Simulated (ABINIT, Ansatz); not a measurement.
# NaAsF6 (R-3): G0W0 on several meshes in ABINIT

Aim: the GW shift of NaAsF6 (R-3) against the k mesh.

Calculated with ABINIT 10.8.3; PBEsol and many-body steps on it, plane waves.

### 1. Starting point

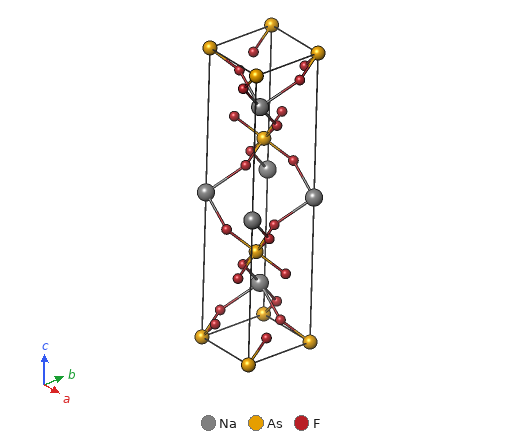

The starting structure, seen slightly off an axis (sodium grey, arsenic orange, fluorine red). This picture shows the conventional cell, with its axes. Some periodic images of atoms are drawn too.

The cell and positions are those that the Materials Project relaxed with its own functionals (PBE, PBE+U or r2SCAN), kept fixed.

### 2. Empty states on the mesh, 2×2×2 mesh, 229 bands

This step: ABINIT 10.8.3; DFT, PBEsol, plane waves, norm-conserving pseudopotentials.

The sums over transitions need many empty states on a uniform mesh; this step solves for them.

run.abi

```
acell 3*1.0 Angstrom
rprim 
  2.548317025914 1.471271520892 4.707294566700
  -2.548317025914 1.471271520892 4.707294566700
  0.000000000000 -2.942543041784 4.707294566700
ntypat 3
znucl 11 33 9
natom 8
typat 1 2 3 3 3 3 3 3
xred 
  0.500000000000 0.500000000000 0.500000000000
  -0.000000000000 0.000000000000 0.000000000000
  0.348130510000 0.076071740000 0.790012280000
  0.790012280000 0.348130510000 0.076071740000
  0.076071740000 0.790012280000 0.348130510000
  0.651869490000 0.923928260000 0.209987720000
  0.209987720000 0.651869490000 0.923928260000
  0.923928260000 0.209987720000 0.651869490000
pp_dirpath "pseudos"
pseudos "Na.upf, As.upf, F.upf"
ecut 44
ngkpt 2 2 2
nshiftk 1
shiftk 0 0 0
kptopt 1
chksymbreak 0
iscf -2
irdden 1
istwfk *1
nband 229
nbdbuf 20
tolwfr 1e-09
nstep 60
prtvol 0
indata_prefix "in"
outdata_prefix "out"
tmpdata_prefix "tmp"
```

Command:

```bash
$ OMP_NUM_THREADS=1 mpirun -n 4 abinit run.abi > log
```

Numbers of over 12 decimals in the logs are rounded to 6 here.

The program printed:

```text
.Version 10.8.3 of ABINIT. v10.8.2 released Aug 2026.

 Symmetries : space group R-3 (#148); Bravais hR (rhombohedral)
[... echo of the input left out ...]
== DATASET  1 ==================================================================
-   mpi_nproc: 4, omp_nthreads: 1 (-1 if OMP is not activated)

--- !DatasetInfo
iteration_state: {dtset: 1, }
dimensions: {natom: 8, nkpt: 4, mband: 229, nsppol: 1, nspinor: 1, nspden: 1, mpw: 9990, }
cutoff_energies: {ecut:  44.0, pawecutdg:  -1.0, }
[...]
2.86009    2.89151    2.89151    2.91401    2.92712    2.92712    2.94215    2.96663
   2.96663    2.97406    2.98631    3.00365    3.00365    3.01967    3.03106    3.03106
   3.10097    3.10107    3.11547    3.11579    3.13185
 prteigrs : prtvol=0 or 1, do not print more k-points.

== END DATASET(S) ==============================================================
================================================================================

 -outvars: echo values of variables after computation  --------
            nband         229
             nkpt           4
          spgroup         148
 [... the other variables as echoed above ...]

 Calculation completed.
```

Wall time 95 s (4 MPI ranks of Arm Neoverse V1, shared host); peak memory 0.52 GiB; 6.3 min of CPU time.

Numbers from this step:

- gap: 5.618 eV
- k of the valence top: 0.5, 0.5, 0
- k of the conduction bottom: 0, 0, 0
- least direct gap: 5.695 eV
- k points computed: 4
- lowest point of the top converged band, above the valence top: 79.4621 eV

On this mesh the gap is 5.618 eV.

The density comes from a self-consistent run that is not shown.

### 3. Screening, 2×2×2 mesh, 107 bands, screening to 114.3 eV

The RPA dielectric matrix is built and inverted for each q.

This step: RPA screening on PBEsol, plane waves, norm-conserving pseudopotentials.

run.abi, as its differences from that of step 2:

```diff
@@ -26,10 +26,11 @@
 chksymbreak 0
-iscf -2
-irdden 1
 istwfk *1
-nband 229
-nbdbuf 20
-tolwfr 1e-09
-nstep 60
-prtvol 0
+occopt 1
+irdwfk 1
+optdriver 3
+nband 107
+ecuteps 4.2
+inclvkb 2
+awtr 1
+symchi 1
 indata_prefix "in"
```

The program printed:

```text
.Version 10.8.3 of ABINIT. v10.8.2 released Aug 2026.

 Symmetries : space group R-3 (#148); Bravais hR (rhombohedral)
[... echo of the input left out ...]
== DATASET  1 ==================================================================
-   mpi_nproc: 4, omp_nthreads: 1 (-1 if OMP is not activated)

--- !DatasetInfo
iteration_state: {dtset: 1, }
dimensions: {natom: 8, nkpt: 4, mband: 107, nsppol: 1, nspinor: 1, nspden: 1, mpw: 9990, }
cutoff_energies: {ecut:  44.0, pawecutdg:  -1.0, }
electrons: {nelect:   7.40000000E+01, charge:   0.00000000E+00, occopt:   1.00000000E+00, tsmear:   1.00000000E-02, }

 SCREENING: Calculation of the susceptibility and dielectric matrices

 Based on a program developped by R.W. Godby, V. Olevano, G. Onida, and L. Reining.
 Incorporated in ABINIT by V. Olevano, G.-M. Rignanese, and M. Torrent.
.Using double precision arithmetic ; gwpc =  8

[... cell and pseudopotentials left out ...]
--------------------------------------------------------------------------------

 ==== K-mesh for the wavefunctions ====
 Number of points in the irreducible wedge :     4
[... list of points left out ...]
 Together with  6 symmetry operations and time-reversal symmetry
 yields     8 points in the full Brillouin Zone.

 ==== Q-mesh for the screening function ====
 Number of points in the irreducible wedge :     4
[... list of points left out ...]
 Together with  6 symmetry operations and time-reversal symmetry
 yields     8 points in the full Brillouin Zone.

 setmesh: FFT mesh size selected  =    45x   45x   45
          total number of points  =        91125

 vcoul_init : cutoff-mode = AUXILIARY_FUNCTION
 q-points for optical limit:   1
     1)      0.000010    0.000020    0.000030

- screening: taking advantage of time-reversal symmetry
- Maximum band index for partially occupied states nbvw = 37
- Remaining bands to be divided among processors   nbcw = 70
- Number of bands treated by each node ~17

 Number of electrons calculated from density =   74.0000; Expected =   74.0000
 average of density, n =  0.103554
 r_s =    1.3210
 omega_plasma =   31.0412 [eV]

 calculating chi0 at frequencies [eV] :
  1    0.000000E+00    0.000000E+00
  2    0.000000E+00    3.104121E+01

--------------------------------------------------------------------------------
  q-point number  1        q = ( 0.000000, 0.000000, 0.000000) [r.l.u.]
--------------------------------------------------------------------------------
[... chi0 elements left out ...]
 For q-point:  0.000010 0.000020 0.000030
  dielectric constant =   1.8585
  dielectric constant without local fields =   2.0644

  Average fulfillment of the sum rule on Im[epsilon] for q-point    1 :     27.33  [%]
[... wings left out ...]
  q-point number  2        q = ( 0.500000, 0.000000, 0.000000) [r.l.u.]
--------------------------------------------------------------------------------
[... chi0 elements left out ...]
  Average fulfillment of the sum rule on Im[epsilon] for q-point    2 :     31.74  [%]

 [... 2 further q-points ...]
```

Wall time 46 s (4 MPI ranks); peak memory 2 GiB; 3.1 min of CPU time.

This step gave:

```yaml
eps_infinity_with_local_fields_on_this_mesh_along_the_program_s_q_direction: 1.859
the_same_without_local_fields: 2.064
plasma_frequency: 31.04 eV
plane_waves_in_the_screening_matrix: 297
```

Local fields lower ε∞ by 10 %. On a Γ-centred mesh this coarse the value itself is usually too large, while a short band sum pulls it down.

### 4. 2×2×2

The self-energy is evaluated for the states that the input lists, and the levels follow from it, in one-shot runs by the linearised quasiparticle equation.

This step: G0W0 on PBEsol, plane waves, norm-conserving pseudopotentials.

run.abi, as its differences from that of step 3:

```diff
@@ -29,8 +29,17 @@
 irdwfk 1
-optdriver 3
+optdriver 4
 nband 107
+gwcalctyp 0
+ecutsigx 44
+symsigma 1
+nkptgw 2
+kptgw 
+  0.5000000000 0.5000000000 0.0000000000
+  0.0000000000 0.0000000000 0.0000000000
+bdgw 
+  36 39
+  36 39
 ecuteps 4.2
-inclvkb 2
-awtr 1
-symchi 1
+irdscr 1
+ppmodel 1
 indata_prefix "in"
```

The program printed:

```text
.Version 10.8.3 of ABINIT. v10.8.2 released Aug 2026.

 Symmetries : space group R-3 (#148); Bravais hR (rhombohedral)
[... echo of the input left out ...]
== DATASET  1 ==================================================================
-   mpi_nproc: 4, omp_nthreads: 1 (-1 if OMP is not activated)

--- !DatasetInfo
iteration_state: {dtset: 1, }
dimensions: {natom: 8, nkpt: 4, mband: 107, nsppol: 1, nspinor: 1, nspden: 1, mpw: 9990, }
cutoff_energies: {ecut:  44.0, pawecutdg:  -1.0, }
electrons: {nelect:   7.40000000E+01, charge:   0.00000000E+00, occopt:   1.00000000E+00, tsmear:   1.00000000E-02, }

 SIGMA: Calculation of the GW corrections

 Based on a program developped by R.W. Godby, V. Olevano, G. Onida, and L. Reining.
 Incorporated in ABINIT by V. Olevano, G.-M. Rignanese, and M. Torrent.
.Using double precision arithmetic ; gwpc =  8

[... cell and pseudopotentials left out ...]
--------------------------------------------------------------------------------

 ==== K-mesh for the wavefunctions ====
 Number of points in the irreducible wedge :     4
[... list of points left out ...]
 Together with  6 symmetry operations and time-reversal symmetry
 yields     8 points in the full Brillouin Zone.

 ==== Q-mesh for screening function ====
 Number of points in the irreducible wedge :     4
[... list of points left out ...]
 Together with  6 symmetry operations and time-reversal symmetry
 yields     8 points in the full Brillouin Zone.

 vcoul_init : cutoff-mode = AUXILIARY_FUNCTION
 q-points for optical limit:   1
     1)      0.000010    0.000020    0.000030
 setmesh: FFT mesh size selected  =    64x   64x   64
          total number of points  =       262144

 Number of electrons calculated from density =   74.0000; Expected =   74.0000
 average of density, n =  0.103554
 r_s =    1.3210
 omega_plasma =   31.0412 [eV]

 === KS Band Gaps ===
  >>>> For spin  1
   Minimum direct gap =   5.6949 [eV], located at k-point      :   0.0000  0.0000  0.0000
   Fundamental gap    =   5.6173 [eV], Top of valence bands at :   0.5000  0.5000  0.0000
                                       Bottom of conduction at :   0.0000  0.0000  0.0000
 SIGMA fundamental parameters:
 PLASMON POLE MODEL  1
 number of plane-waves for SigmaX                 9975
 number of plane-waves for SigmaC and W            297
 number of plane-waves for wavefunctions          9975
 number of bands                                   107
 number of independent spin polarizations            1
 number of spinorial components                      1
 number of k-points in IBZ                           4
 number of q-points in IBZ                           4
 number of symmetry operations                       6
 number of k-points in BZ                            8
 number of q-points in BZ                            8
 number of frequencies for dSigma/dE                 9
 frequency step for dSigma/dE [eV]                0.25
 number of omega for Sigma on real axis              0
 max omega for Sigma on real axis  [eV]           0.00
 zcut for avoiding poles [eV]                     0.10

 EPSILON^-1 parameters (SCR file):
 dimension of the eps^-1 matrix on file            297
 dimension of the eps^-1 matrix used               297
 number of plane-waves for wavefunctions          9975
 number of bands                                   107
 number of q-points in IBZ                           4
 number of frequencies                               2
 number of real frequencies                          1
 number of imag frequencies                          1

 matrix elements of self-energy operator (all in [eV])

 Perturbative Calculation

--- !SelfEnergy_ee
iteration_state: {dtset: 1, }
kpoint     : [   0.500,    0.500,    0.000, ]
spin       : 1
KS_gap     :    6.517
QP_gap     :   12.172
Delta_QP_KS:    5.655
data: !SigmaeeData |
     Band     E0 <VxcDFT>   SigX SigC(E0)      Z dSigC/dE  Sig(E)    E-E0       E
       36  -2.343 -22.815 -30.381   5.094   0.828  -0.207 -24.863  -2.047  -4.390
       37  -2.248 -22.989 -30.547   5.113   0.828  -0.207 -25.014  -2.025  -4.273
       38   4.269 -22.054 -16.478  -1.380   0.865  -0.156 -18.424   3.630   7.899
       39   8.846 -13.502  -8.308  -2.203   0.891  -0.122 -10.837   2.665  11.511

--- !SelfEnergy_ee
iteration_state: {dtset: 1, }
kpoint     : [   0.000,    0.000,    0.000, ]
spin       : 1
KS_gap     :    5.695
QP_gap     :   10.745
Delta_QP_KS:    5.050
data: !SigmaeeData |
     Band     E0 <VxcDFT>   SigX SigC(E0)      Z dSigC/dE  Sig(E)    E-E0       E
       36  -2.326 -22.885 -30.466   5.114   0.828  -0.208 -24.928  -2.043  -4.369
       37  -2.326 -22.885 -30.466   5.114   0.828  -0.208 -24.928  -2.043  -4.369
       38   3.369 -18.476 -13.487  -1.569   0.879  -0.137 -15.470   3.006   6.375
       39   8.269 -12.569  -7.560  -2.197   0.898  -0.113 -10.043   2.526  10.795

== END DATASET(S) ==============================================================
================================================================================

 -outvars: echo values of variables after computation  --------
           etotal      0.0000000000E+00
            nband         107
             nkpt           4
          spgroup         148
 [... the other variables as echoed above ...]

 Calculation completed.
```

Wall time 12 s (4 MPI ranks); peak memory 1.1 GiB.

Numbers from this step:

| Quantity | Value |
| --- | --- |
| G0W0 gap on the points computed | 10.65 eV |
| starting gap on the mesh | 5.618 eV |
| k of the valence top | 0.5, 0.5, 0 |
| k of the conduction bottom | 0, 0, 0 |
| Z at the valence top | 0.828 |
| Z at the conduction bottom | 0.879 |
| least direct G0W0 gap on the computed points | 10.74 eV |

The gap on the mesh goes from 5.62 eV to 10.65 eV, a correction of +5.03 eV.

### 5. Empty states on the mesh, 4×4×4 mesh, 117 bands

This step: DFT, PBEsol, plane waves, norm-conserving pseudopotentials.

run.abi, as its differences from that of step 4:

```diff
@@ -21,3 +21,3 @@
 ecut 44
-ngkpt 2 2 2
+ngkpt 4 4 4
 nshiftk 1
@@ -26,20 +26,10 @@
 chksymbreak 0
+iscf -2
+irdden 1
 istwfk *1
-occopt 1
-irdwfk 1
-optdriver 4
-nband 107
-gwcalctyp 0
-ecutsigx 44
-symsigma 1
-nkptgw 2
-kptgw 
-  0.5000000000 0.5000000000 0.0000000000
-  0.0000000000 0.0000000000 0.0000000000
-bdgw 
-  36 39
-  36 39
-ecuteps 4.2
-irdscr 1
-ppmodel 1
+nband 117
+nbdbuf 10
+tolwfr 1e-09
+nstep 60
+prtvol 0
 indata_prefix "in"
```

The program printed:

```text
.Version 10.8.3 of ABINIT. v10.8.2 released Aug 2026.

 Symmetries : space group R-3 (#148); Bravais hR (rhombohedral)
[... echo of the input left out ...]
== DATASET  1 ==================================================================
-   mpi_nproc: 4, omp_nthreads: 1 (-1 if OMP is not activated)

--- !DatasetInfo
iteration_state: {dtset: 1, }
dimensions: {natom: 8, nkpt: 14, mband: 117, nsppol: 1, nspinor: 1, nspden: 1, mpw: 9990, }
cutoff_energies: {ecut:  44.0, pawecutdg:  -1.0, }
[...]
1.45454    1.46971    1.46971    1.49875    1.52016    1.54168    1.60822    1.60822
   1.61145    1.63298    1.63298    1.67049    1.67049    1.68127    1.69161    1.69161
   1.73057    1.73202    1.73204    1.76236    1.77407
 prteigrs : prtvol=0 or 1, do not print more k-points.

== END DATASET(S) ==============================================================
================================================================================

 -outvars: echo values of variables after computation  --------
            nband         117
             nkpt          14
          spgroup         148
 [... the other variables as echoed above ...]

 Calculation completed.
```

Run time: 2 min. Hardware: 4 MPI ranks; peak memory 0.65 GiB; 8 min of CPU time.

Numbers from this step:

* gap: 5.618 eV
* k of the valence top: 0.5, 0.5, 0
* k of the conduction bottom: 0, 0, 0
* least direct gap: 5.695 eV
* k points computed: 14
* lowest point of the top converged band, above the valence top: 44.65 eV

On this mesh the gap is 5.618 eV.

### 6. Screening, 4×4×4 mesh, 107 bands, screening to 114.3 eV

This step: RPA screening on PBEsol, plane waves, norm-conserving pseudopotentials.

run.abi, as its differences from that of step 5:

```diff
@@ -26,10 +26,11 @@
 chksymbreak 0
-iscf -2
-irdden 1
 istwfk *1
-nband 117
-nbdbuf 10
-tolwfr 1e-09
-nstep 60
-prtvol 0
+occopt 1
+irdwfk 1
+optdriver 3
+nband 107
+ecuteps 4.2
+inclvkb 2
+awtr 1
+symchi 1
 indata_prefix "in"
```

The program printed:

```text
.Version 10.8.3 of ABINIT. v10.8.2 released Aug 2026.

 Symmetries : space group R-3 (#148); Bravais hR (rhombohedral)
[... echo of the input left out ...]
== DATASET  1 ==================================================================
-   mpi_nproc: 4, omp_nthreads: 1 (-1 if OMP is not activated)

--- !DatasetInfo
iteration_state: {dtset: 1, }
dimensions: {natom: 8, nkpt: 14, mband: 107, nsppol: 1, nspinor: 1, nspden: 1, mpw: 9990, }
cutoff_energies: {ecut:  44.0, pawecutdg:  -1.0, }
electrons: {nelect:   7.40000000E+01, charge:   0.00000000E+00, occopt:   1.00000000E+00, tsmear:   1.00000000E-02, }

 SCREENING: Calculation of the susceptibility and dielectric matrices

 Based on a program developped by R.W. Godby, V. Olevano, G. Onida, and L. Reining.
 Incorporated in ABINIT by V. Olevano, G.-M. Rignanese, and M. Torrent.
.Using double precision arithmetic ; gwpc =  8

[... cell and pseudopotentials left out ...]
--------------------------------------------------------------------------------

 ==== K-mesh for the wavefunctions ====
 Number of points in the irreducible wedge :    14
[... list of points left out ...]
 Together with  6 symmetry operations and time-reversal symmetry
 yields    64 points in the full Brillouin Zone.

 ==== Q-mesh for the screening function ====
 Number of points in the irreducible wedge :    14
[... list of points left out ...]
 Together with  6 symmetry operations and time-reversal symmetry
 yields    64 points in the full Brillouin Zone.

 setmesh: FFT mesh size selected  =    45x   45x   45
          total number of points  =        91125

 vcoul_init : cutoff-mode = AUXILIARY_FUNCTION
 q-points for optical limit:   1
     1)      0.000010    0.000020    0.000030

- screening: taking advantage of time-reversal symmetry
- Maximum band index for partially occupied states nbvw = 37
- Remaining bands to be divided among processors   nbcw = 70
- Number of bands treated by each node ~17

 Number of electrons calculated from density =   74.0000; Expected =   74.0000
 average of density, n =  0.103554
 r_s =    1.3210
 omega_plasma =   31.0412 [eV]

 calculating chi0 at frequencies [eV] :
  1    0.000000E+00    0.000000E+00
  2    0.000000E+00    3.104121E+01

--------------------------------------------------------------------------------
  q-point number  1        q = ( 0.000000, 0.000000, 0.000000) [r.l.u.]
--------------------------------------------------------------------------------
[... chi0 elements left out ...]
 For q-point:  0.000010 0.000020 0.000030
  dielectric constant =   1.8532
  dielectric constant without local fields =   2.0590

  Average fulfillment of the sum rule on Im[epsilon] for q-point    1 :     27.32  [%]
[... wings left out ...]
  q-point number  2        q = ( 0.250000, 0.000000, 0.000000) [r.l.u.]
--------------------------------------------------------------------------------
[... chi0 elements left out ...]
  Average fulfillment of the sum rule on Im[epsilon] for q-point    2 :     35.29  [%]

 [... 12 further q-points ...]
```

It took 14 min on 4 MPI ranks; peak memory 5.3 GiB; 55 min of CPU time.

Numbers from this step:

```yaml
eps_infinity_with_local_fields_on_this_mesh_along_the_program_s_q_direction: 1.853
the_same_without_local_fields: 2.059
plasma_frequency: 31.04 eV
plane_waves_in_the_screening_matrix: 297
```

(Part 1 of 2 ends here.)

[Paths, hosts, dates, memory and timing lines, banners, echoed tables and standing remarks are left out of the program output.]

[Logs are printed without paths, hosts, clocks, repeated set-up lines and the standing remarks that a program may print on its own settings, such as how far it seeks lower states.]

[Runs of the session that timed out or met a known fault of the program may be left out.]

[Hosts, paths, dates, database ids (printed as entryN), source tags and the programs' standing remarks are cut or masked in the printed files.]

[G0W0 gaps are taken among the corrected bands and points alone; a level outside them can change the order at an edge.]

[Where Ansatz stands beside ABINIT at settings called matched, ABINIT's density can come from a denser mesh and the files from another edition; pairs whose starting gaps differed by over 0.03 eV were left out, so agreement reads better than it is.]
